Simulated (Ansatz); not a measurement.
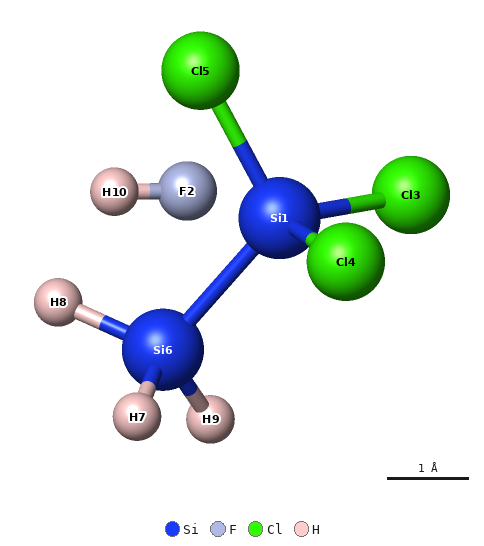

Fig. 1: The starting structure (ball-and-stick view, seen at a tilt; atoms are numbered from 1 in the order of the input).

## Si$_{2}$H$_{4}$Cl$_{3}$F: geometry relaxation

System: Si$_{2}$H$_{4}$Cl$_{3}$F.
Method: RKS B3LYP-D4/cc-pVDZ (Ansatz 0.2.0).

It belongs to a series of runs on one base structure; here: end point B relaxed. Figures and captions count atoms from 1; the log counts them from 0 in places.

## The input
```yaml
crystal:
  periodic: [false, false, false]
  atoms:
    - { symbol: Si, position_ang: [-0.555413, 0.050753, -0.483794] }
    - { symbol: F, position_ang: [-0.091152, -0.355179, 2.242878] }
    - { symbol: Cl, position_ang: [1.07314, 1.267984, -0.056155] }
    - { symbol: Cl, position_ang: [-1.118272, 0.539018, -2.445804] }
    - { symbol: Cl, position_ang: [0.060776, -1.948558, -0.531856] }
    - { symbol: Si, position_ang: [-2.37118, 0.331026, 0.831346] }
    - { symbol: H, position_ang: [-3.587667, 0.393586, -0.034903] }
    - { symbol: H, position_ang: [-2.552376, -0.844155, 1.750467] }
    - { symbol: H, position_ang: [-2.256539, 1.583294, 1.632769] }
    - { symbol: H, position_ang: [-0.713018, -1.01777, 2.426651] }
basis:
  gaussian: { orbitals: cc-pVDZ }
hamiltonian:
  xc: b3lyp
  dispersion: d4
relax:
  f_tol: 0.03
  max_steps: 50
output:
  orbitals: {}
```

Machine: 4 threads of Arm Neoverse V1, 24 GiB of memory available, shared host.

Launched with:
```bash
ansatz run input.yaml --threads 4 --pin off --max-ram 5120MiB --backend cpu --events-out ev --progress --plain --runs-dir out
```

## Output
```
The last accepted step is kept in [file] (removed where the run ends without a failure and the disk answers)
Engine: ansatz 0.2.0, aarch64-unknown-linux-gnu
Functional definition: B3LYP
  parameter a0 = 0.2
  parameter ax = 0.72
  parameter ac = 0.81
  exchange = (1 - a0 - ax)*slater_x + ax*b88_x + a0*exact_x
  correlation = (1 - ac)*vwn_rpa_c + ac*lyp_c
1393 factors; integrals over basis functions are off by at most 3.7e-4 eV
mean field evaluation 1: about -56109.5284 eV, gradient 3.2e1 eV
mean field evaluation 2: about -56108.3442 eV, gradient 4.3e1 eV
mean field evaluation 4: about -56111.4590 eV, gradient 6.1e-1 eV
mean field evaluation 8: about -56111.4838 eV, gradient 2.8e-2 eV
mean field -56111.48378843 eV, -2062.0589954949 hartree, gradient 1.0e-5 eV, S^2 0.000000; 0 other end points of the search recorded, 0 dependent functions left out
the calculation of the forces begins
reference -56111.48407597 eV, -2062.0590060621 hartree; 46, 46 occupied and 78, 78 virtual orbitals, 1393 factors
relax step   1: F+E_penalty+E_count = -56112.11382612 eV  Δ(F+E_penalty+E_count) = +0.000e0 eV  max|allowed force component| = 1.134e0 eV/Å  Δτ_max = 0.0000 Å  (26 SCF iters, accepted)
these checks for a lower state are left out or cut short: starts, cluster_reference, orbital_swaps, neighbouring_geometries, increment
1393 factors; integrals over basis functions are off by at most 3.9e-4 eV
mean field evaluation 16: about -56111.4494 eV, gradient 6.4e0 eV
mean field -56111.60319377 eV, -2062.0633835604 hartree, gradient 2.4e-5 eV, S^2 0.000000; 0 other end points of the search recorded, 0 dependent functions left out
[... from here on the field's lines of each further geometry are left out, up to the last ...]
relax step   2: F+E_penalty+E_count = -56112.21827940 eV  Δ(F+E_penalty+E_count) = -1.045e-1 eV  max|allowed force component| = 4.388e-1 eV/Å  Δτ_max = 0.1950 Å  (27 SCF iters, accepted)
relax step   3: F+E_penalty+E_count = -56112.20189559 eV  Δ(F+E_penalty+E_count) = +1.638e-2 eV  max|allowed force component| = 1.811e0 eV/Å  Δτ_max = 0.1944 Å  (27 SCF iters, rejected (line search))
relax step   4: F+E_penalty+E_count = -56112.23145042 eV  Δ(F+E_penalty+E_count) = -1.317e-2 eV  max|allowed force component| = 6.198e-1 eV/Å  Δτ_max = 0.0948 Å  (28 SCF iters, accepted)
relax step   5: F+E_penalty+E_count = -56112.24643709 eV  Δ(F+E_penalty+E_count) = -1.499e-2 eV  max|allowed force component| = 2.225e-1 eV/Å  Δτ_max = 0.1000 Å  (26 SCF iters, accepted)
relax step   6: F+E_penalty+E_count = -56112.25564211 eV  Δ(F+E_penalty+E_count) = -9.205e-3 eV  max|allowed force component| = 9.911e-1 eV/Å  Δτ_max = 0.1476 Å  (27 SCF iters, accepted)
relax step   7: F+E_penalty+E_count = -56112.23565194 eV  Δ(F+E_penalty+E_count) = +1.999e-2 eV  max|allowed force component| = 2.092e0 eV/Å  Δτ_max = 0.1938 Å  (29 SCF iters, rejected (line search))
relax step   8: F+E_penalty+E_count = -56112.27772264 eV  Δ(F+E_penalty+E_count) = -2.208e-2 eV  max|allowed force component| = 3.798e-1 eV/Å  Δτ_max = 0.0969 Å  (28 SCF iters, accepted)
relax step   9: F+E_penalty+E_count = -56112.29303184 eV  Δ(F+E_penalty+E_count) = -1.531e-2 eV  max|allowed force component| = 1.632e-1 eV/Å  Δτ_max = 0.1000 Å  (27 SCF iters, accepted)
relax step  10: F+E_penalty+E_count = -56112.31022751 eV  Δ(F+E_penalty+E_count) = -1.720e-2 eV  max|allowed force component| = 9.196e-2 eV/Å  Δτ_max = 0.1500 Å  (27 SCF iters, accepted)
relax step  11: F+E_penalty+E_count = -56112.31346686 eV  Δ(F+E_penalty+E_count) = -3.239e-3 eV  max|allowed force component| = 8.242e-2 eV/Å  Δτ_max = 0.0206 Å  (25 SCF iters, accepted)
relax step  12: F+E_penalty+E_count = -56112.22927368 eV  Δ(F+E_penalty+E_count) = +8.419e-2 eV  max|allowed force component| = 2.213e0 eV/Å  Δτ_max = 0.1977 Å  (29 SCF iters, rejected (line search))
relax step  13: F+E_penalty+E_count = -56112.32550583 eV  Δ(F+E_penalty+E_count) = -1.204e-2 eV  max|allowed force component| = 3.856e-1 eV/Å  Δτ_max = 0.0962 Å  (28 SCF iters, accepted)
relax step  14: F+E_penalty+E_count = -56112.33223206 eV  Δ(F+E_penalty+E_count) = -6.726e-3 eV  max|allowed force component| = 5.982e-1 eV/Å  Δτ_max = 0.0981 Å  (28 SCF iters, accepted)
relax step  15: F+E_penalty+E_count = -56112.34189277 eV  Δ(F+E_penalty+E_count) = -9.661e-3 eV  max|allowed force component| = 2.794e-1 eV/Å  Δτ_max = 0.0982 Å  (26 SCF iters, accepted)
relax step  16: F+E_penalty+E_count = -56112.34514693 eV  Δ(F+E_penalty+E_count) = -3.254e-3 eV  max|allowed force component| = 1.150e-1 eV/Å  Δτ_max = 0.0407 Å  (24 SCF iters, accepted)
relax step  17: F+E_penalty+E_count = -56112.34795288 eV  Δ(F+E_penalty+E_count) = -2.806e-3 eV  max|allowed force component| = 2.382e-2 eV/Å  Δτ_max = 0.0638 Å  (26 SCF iters, accepted)
relax step  18: F+E_penalty+E_count = -56112.34835777 eV  Δ(F+E_penalty+E_count) = -4.049e-4 eV  max|allowed force component| = 3.369e-2 eV/Å  Δτ_max = 0.0499 Å  (25 SCF iters, accepted)
the calculation of the forces begins
reference -56111.73750725 eV, -2062.0683194896 hartree; 46, 46 occupied and 78, 78 virtual orbitals, 1393 factors
relax step  19: F+E_penalty+E_count = -56112.34869032 eV  Δ(F+E_penalty+E_count) = -3.326e-4 eV  max|allowed force component| = 2.213e-2 eV/Å  Δτ_max = 0.0183 Å  (25 SCF iters, accepted)
```

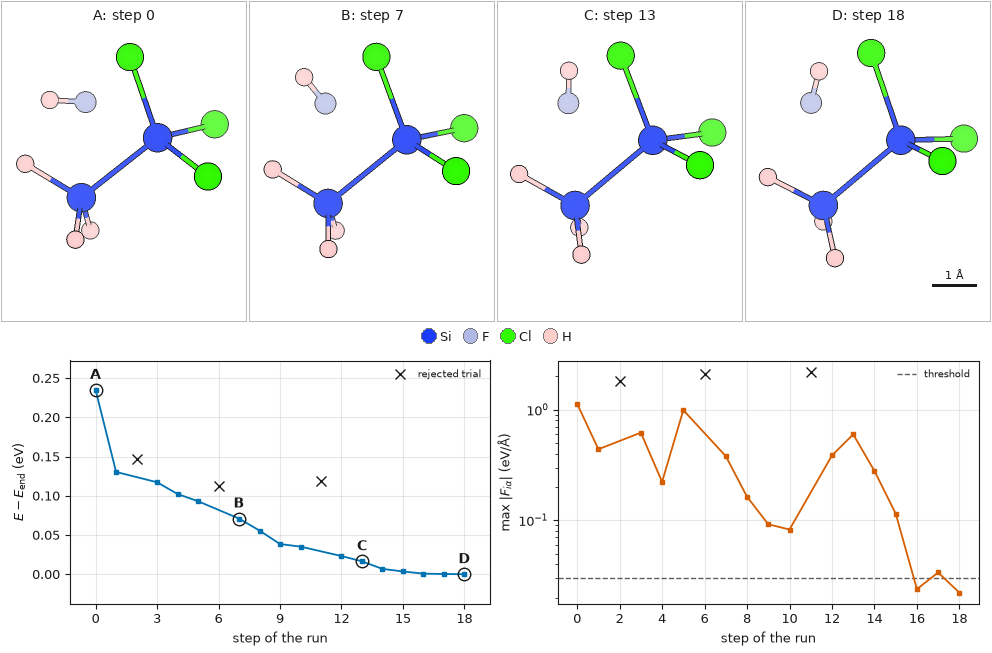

Fig. 2: Frames of the relaxation (ball-and-stick view, seen at a tilt) above the curves, on which the letters mark them (the first geometry is step 0 here and step 1 in the log).

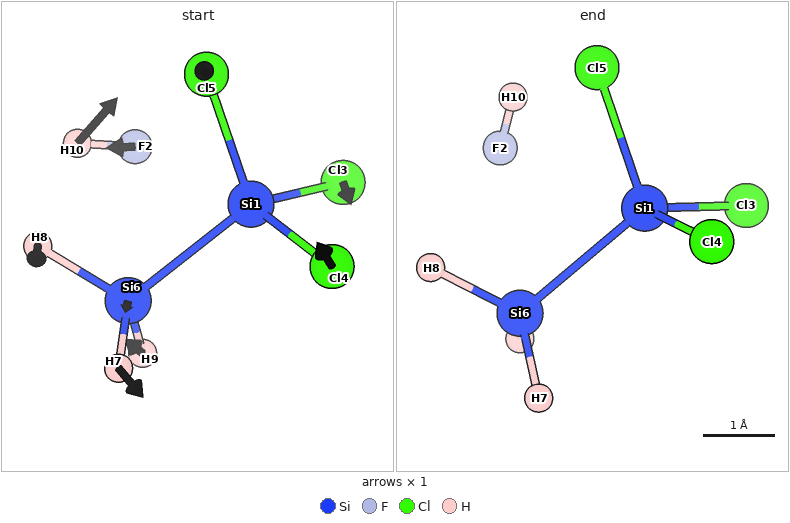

Fig. 3: Before (left) and after (right) the relaxation, at one scale (ball-and-stick view, seen at a tilt). The black arrows give the displacements, at true length. Over 18 geometry steps the energy falls by 0.235 eV. Largest force component: 1.1 eV/Å at the start, 0.022 eV/Å at the end. The line search rejected the trial steps at points 2, 6, 11 (counted from 0) and went back. H10 moves most after the best rigid fit: 0.88 Å. By element the largest moves are H 0.88 Å, Cl 0.52 Å, F 0.43 Å, Si 0.18 Å. Among the contacts that change: Si1–Si6 2.259 → 2.361 Å, Si1–Cl5 2.093 → 2.123 Å, Si6–H8 1.503 → 1.491 Å, Si1–Cl4 2.099 → 2.087 Å. Among the angles that change: Cl4–Si1–Si6 107.4° → 111.1°, Si1–Si6–H7 108.8° → 105.7°, H7–Si6–H8 106.8° → 109.8°. (Atoms are counted from 1 in the order of the input.)

```
1393 factors; integrals over basis functions are off by at most 4.6e-4 eV
mean field -56111.73721126 eV, -2062.0683086123 hartree, gradient 7.8e-5 eV, S^2 0.000000; 1 other end points of the search recorded, 0 dependent functions left out
the calculation of the forces begins
reference -56111.73750725 eV, -2062.0683194896 hartree; 46, 46 occupied and 78, 78 virtual orbitals, 1393 factors
Total energy: -56112.34898631 eV, -2062.0907909306 hartree
Atom 0 at    -0.610792     0.063241    -0.494963 Å, force    -0.002234     0.016276    -0.000493 eV/Å
Atom 1 at    -0.337665    -0.519032     2.569971 Å, force     0.012964    -0.019949    -0.010394 eV/Å
Atom 2 at     0.872844     1.499766    -0.236624 Å, force    -0.007042    -0.010315    -0.004823 eV/Å
Atom 3 at    -1.104731     0.014268    -2.522493 Å, force     0.008281    -0.004227     0.015037 eV/Å
Atom 4 at     0.285172    -1.820422    -0.097137 Å, force     0.000168     0.000376    -0.009282 eV/Å
Atom 5 at    -2.522877     0.438760     0.838036 Å, force    -0.014329    -0.005117     0.002548 eV/Å
Atom 6 at    -3.549776     1.021222    -0.080897 Å, force     0.012637    -0.004473     0.008445 eV/Å
Atom 7 at    -2.993933    -0.878690     1.352713 Å, force     0.000461     0.012232    -0.004676 eV/Å
Atom 8 at    -2.196605     1.397284     1.927275 Å, force    -0.000337    -0.006929    -0.009843 eV/Å
Atom 9 at     0.046660    -1.216397     2.075719 Å, force    -0.010570     0.022126     0.013481 eV/Å
Dipole moment:    -0.219482    -0.104518     0.122557 e Å
```

## Trajectory as extended XYZ (Å, eV, eV/Å), 10 of the 19 frames kept, from step=1 to step=19
```
10
Properties=species:S:1:pos:R:3:forces:R:3 step=1 energy=-56112.11383
Si   -0.5554    0.0508   -0.4838    0.8738  -0.1183  -0.9011
F    -0.0912   -0.3552    2.2429    0.2944   0.1695   0.1887
Cl    1.0731    1.2680   -0.0562    0.0198   0.0164  -0.0037
Cl   -1.1183    0.5390   -2.4458    0.0093  -0.0224   0.0067
Cl    0.0608   -1.9486   -0.5319    0.0017   0.0074   0.0049
Si   -2.3712    0.3310    0.8313   -1.1336   0.2181   0.6376
H    -3.5877    0.3936   -0.0349    0.0128   0.0100  -0.0161
H    -2.5524   -0.8442    1.7505    0.0324   0.0190  -0.0455
H    -2.2565    1.5833    1.6328    0.0138  -0.0079  -0.0031
H    -0.7130   -1.0178    2.4267   -0.1244  -0.2918   0.1316
10
Properties=species:S:1:pos:R:3:forces:R:3 step=3 energy=-56112.20190 accepted=F
Si   -0.5678    0.0713   -0.5709   -0.0389   0.0553  -0.0222
F    -0.1162   -0.3351    2.4601   -0.6618  -1.8107   0.2450
Cl    1.0675    1.2644   -0.1000    0.0101   0.0269  -0.0095
Cl   -1.1008    0.5266   -2.5455    0.0293  -0.0269   0.0329
Cl    0.0559   -1.9260   -0.5498    0.0098  -0.0582   0.0153
Si   -2.4493    0.3750    0.8150   -0.0335  -0.0757   0.0958
H    -3.6431    0.4525   -0.0791   -0.0128   0.0333  -0.0096
H    -2.6072   -0.8135    1.7139   -0.0158   0.0569  -0.0800
H    -2.3052    1.6258    1.6122    0.0036   0.0001  -0.0148
H    -0.4457   -1.2410    2.5757    0.7099   1.7990  -0.2529
10
Properties=species:S:1:pos:R:3:forces:R:3 step=5 energy=-56112.24644
Si   -0.5652    0.0732   -0.5641   -0.0448   0.0550  -0.0452
F    -0.1092   -0.3695    2.4725   -0.1159  -0.2225   0.0203
Cl    1.0426    1.3220   -0.1282   -0.0170  -0.0741   0.0015
Cl   -1.1030    0.4750   -2.5492    0.0418  -0.0522   0.0245
Cl    0.0636   -1.9281   -0.4859    0.0272   0.0695  -0.0022
Si   -2.4525    0.3837    0.8112   -0.0138  -0.0164   0.0653
H    -3.6490    0.5153   -0.0750    0.0205   0.0120  -0.0048
H    -2.6113   -0.8376    1.6583   -0.0519   0.0301  -0.0113
H    -2.2863    1.6067    1.6473    0.0017  -0.0212  -0.0038
H    -0.4414   -1.2408    2.5448    0.1522   0.2199  -0.0443
10
Properties=species:S:1:pos:R:3:forces:R:3 step=7 energy=-56112.23565 accepted=F
Si   -0.5877    0.0744   -0.5478   -0.1074   0.1028   0.0166
F    -0.2323   -0.3524    2.5385    0.1822  -2.0925  -0.3372
Cl    1.0207    1.3201   -0.1124    0.0011  -0.0149  -0.0073
Cl   -1.0834    0.3986   -2.5555    0.0388  -0.0411   0.0362
Cl    0.0721   -1.9149   -0.3951    0.0449  -0.0520   0.0422
Si   -2.4888    0.4045    0.8142   -0.0282  -0.0408   0.0556
H    -3.6543    0.6038   -0.1005    0.0157   0.0320  -0.0135
H    -2.7167   -0.8254    1.6291   -0.0164   0.0308  -0.0433
H    -2.2896    1.6050    1.6740    0.0041  -0.0079  -0.0106
H    -0.1518   -1.3136    2.3873   -0.1349   2.0837   0.2611
10
Properties=species:S:1:pos:R:3:forces:R:3 step=9 energy=-56112.29303
Si   -0.5953    0.0652   -0.5344    0.0036  -0.0136   0.0036
F    -0.1847   -0.3504    2.4895   -0.0427  -0.1632  -0.0016
Cl    0.9889    1.3451   -0.1132    0.0122   0.0083  -0.0146
Cl   -1.0773    0.3375   -2.5512    0.0054  -0.0189   0.0179
Cl    0.1085   -1.9145   -0.3603   -0.0124   0.0355   0.0483
Si   -2.4985    0.4022    0.8197   -0.0384   0.0141   0.0136
H    -3.6404    0.6890   -0.1013    0.0026   0.0099  -0.0008
H    -2.7809   -0.8520    1.5762   -0.0005  -0.0023  -0.0147
H    -2.2730    1.5548    1.7357    0.0141  -0.0043  -0.0087
H    -0.1590   -1.2767    2.3710    0.0561   0.1345  -0.0430
10
Properties=species:S:1:pos:R:3:forces:R:3 step=11 energy=-56112.31347
Si   -0.6106    0.0582   -0.5237    0.0008   0.0045  -0.0068
F    -0.2620   -0.3760    2.5114   -0.0072  -0.0169   0.0234
Cl    0.9606    1.3631   -0.1210    0.0031   0.0049  -0.0025
Cl   -1.0738    0.2709   -2.5504   -0.0081  -0.0072  -0.0042
Cl    0.1284   -1.9063   -0.3088    0.0044   0.0058   0.0773
Si   -2.5204    0.4096    0.8185    0.0207   0.0181  -0.0188
H    -3.6337    0.7852   -0.1048   -0.0043   0.0166   0.0011
H    -2.8530   -0.8641    1.5127   -0.0228  -0.0356   0.0052
H    -2.2420    1.5100    1.7801   -0.0139   0.0199   0.0077
H    -0.0054   -1.2507    2.3177    0.0273  -0.0101  -0.0824
10
Properties=species:S:1:pos:R:3:forces:R:3 step=13 energy=-56112.32551
Si   -0.6126    0.0616   -0.5122   -0.0048   0.0596   0.0252
F    -0.2447   -0.3995    2.5253    0.0830  -0.3856  -0.1200
Cl    0.9539    1.3759   -0.1218   -0.0103  -0.0019  -0.0116
Cl   -1.0683    0.2395   -2.5431    0.0063  -0.0331   0.0100
Cl    0.1323   -1.8958   -0.2421    0.0208  -0.0320   0.0345
Si   -2.5285    0.4159    0.8203   -0.0068   0.0274   0.0002
H    -3.6311    0.8112   -0.1095    0.0093   0.0063   0.0088
H    -2.8777   -0.8656    1.4958   -0.0044  -0.0030  -0.0043
H    -2.2540    1.5077    1.7943   -0.0050  -0.0067   0.0015
H     0.0190   -1.2509    2.2247   -0.0881   0.3690   0.0557
10
Properties=species:S:1:pos:R:3:forces:R:3 step=15 energy=-56112.34189
Si   -0.6166    0.0691   -0.4917    0.0500  -0.2794   0.1148
F    -0.2850   -0.4848    2.5292   -0.0155   0.0197   0.0264
Cl    0.9067    1.4353   -0.1591    0.0864   0.0836   0.0046
Cl   -1.0687    0.1039   -2.5235   -0.0220  -0.0026  -0.0643
Cl    0.2153   -1.8729   -0.1401   -0.1056   0.2256  -0.0270
Si   -2.5360    0.4417    0.8333   -0.0116  -0.0184   0.0248
H    -3.6001    0.9220   -0.0987   -0.0038   0.0205  -0.0191
H    -2.9448   -0.8599    1.4288   -0.0090  -0.0220   0.0065
H    -2.2533    1.4726    1.8699    0.0322  -0.0210  -0.0248
H     0.0707   -1.2268    2.0836   -0.0011  -0.0060  -0.0419
10
Properties=species:S:1:pos:R:3:forces:R:3 step=17 energy=-56112.34795
Si   -0.6121    0.0687   -0.4913   -0.0127  -0.0238   0.0013
F    -0.3185   -0.5093    2.5584   -0.0007   0.0103   0.0058
Cl    0.8917    1.4770   -0.2041   -0.0002  -0.0066   0.0008
Cl   -1.0855    0.0525   -2.5234   -0.0014   0.0037  -0.0025
Cl    0.2420   -1.8389   -0.1118    0.0165   0.0117  -0.0038
Si   -2.5297    0.4370    0.8359    0.0122   0.0068   0.0039
H    -3.5740    0.9743   -0.0894    0.0027   0.0045   0.0037
H    -2.9685   -0.8745    1.3897   -0.0072   0.0000  -0.0041
H    -2.2122    1.4294    1.8972   -0.0051  -0.0044   0.0002
H     0.0550   -1.2160    2.0705   -0.0041  -0.0021  -0.0053
10
Properties=species:S:1:pos:R:3:forces:R:3 step=19 energy=-56112.34869
Si   -0.6108    0.0632   -0.4950   -0.0022   0.0163  -0.0005
F    -0.3377   -0.5190    2.5700    0.0130  -0.0199  -0.0104
Cl    0.8728    1.4998   -0.2366   -0.0070  -0.0103  -0.0048
Cl   -1.1047    0.0143   -2.5225    0.0083  -0.0042   0.0150
Cl    0.2852   -1.8204   -0.0971    0.0002   0.0004  -0.0093
Si   -2.5229    0.4388    0.8380   -0.0143  -0.0051   0.0025
H    -3.5498    1.0212   -0.0809    0.0126  -0.0045   0.0084
H    -2.9939   -0.8787    1.3527    0.0005   0.0122  -0.0047
H    -2.1966    1.3973    1.9273   -0.0003  -0.0069  -0.0098
H     0.0467   -1.2164    2.0757   -0.0106   0.0221   0.0135
```

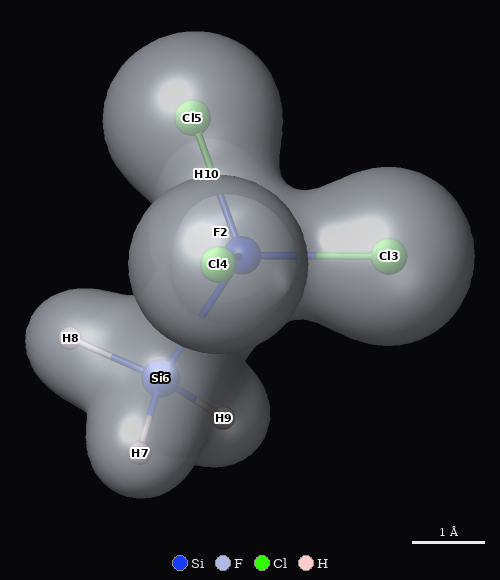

Fig. 4: Isosurface of the total electron density at 0.2 e/Å³ (grey), seen at an oblique angle. At this value the surface falls into two separate pieces. It is pinched off along the Cl···H (2.27 Å) contacts. On the grid the lowest density along these lines, outside the cores, is 0.14 e/Å³ (Cl···H, 2.27 Å), 0.6 e/Å³ (Si–Cl, 2.08 Å), 0.59 e/Å³ (Si–Si, 2.36 Å) and 2.2 e/Å³ (F–H, 0.94 Å).

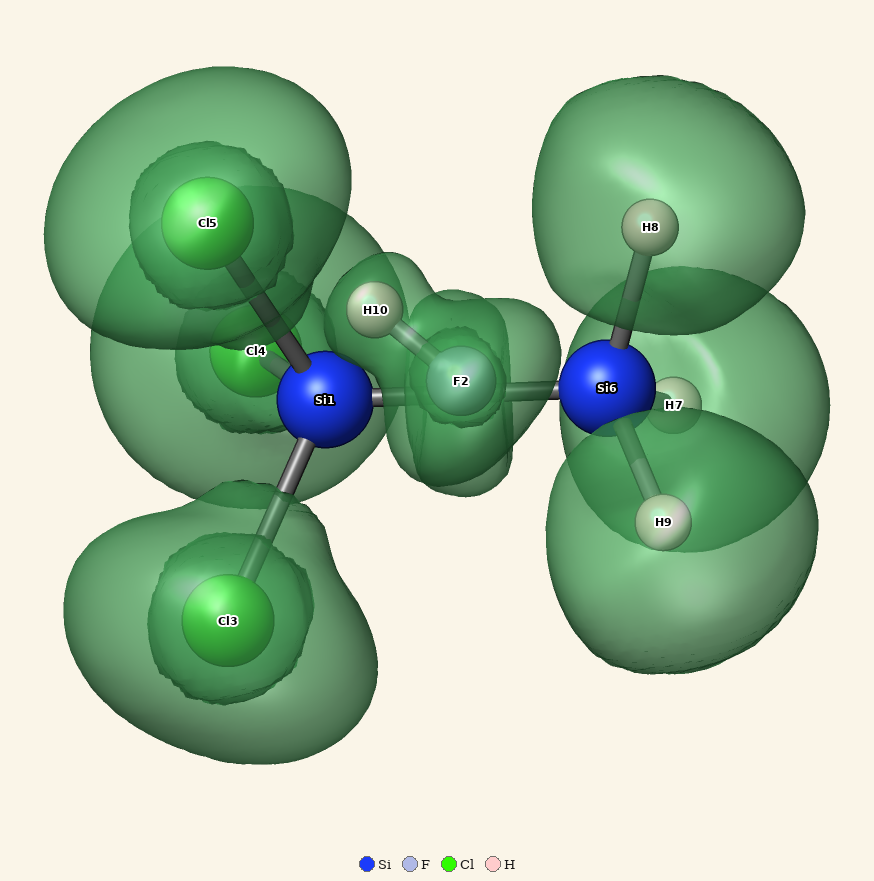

Fig. 5: Isosurface of the ELF at 0.75 (green), seen from the side. Only the valence region is drawn (cores and ρ < 0.01 e/Å³ removed). Profiles from the grid: Cl5···H10 (2.27 Å): the ELF is only about 0.10 between them; a closed-shell contact with the geometry of a hydrogen bond.

## Key numbers

| quantity | value |
| --- | --- |
| outcome | converged |
| total energy | −56112.3490 eV |
| mean-field energy | −56111.7375 eV |
| largest force (length of the vector) at the end | 0.028 eV/Å |
| wall time | 56 s (CPU time 3.6 min) |
| peak memory | 0.38 GiB |
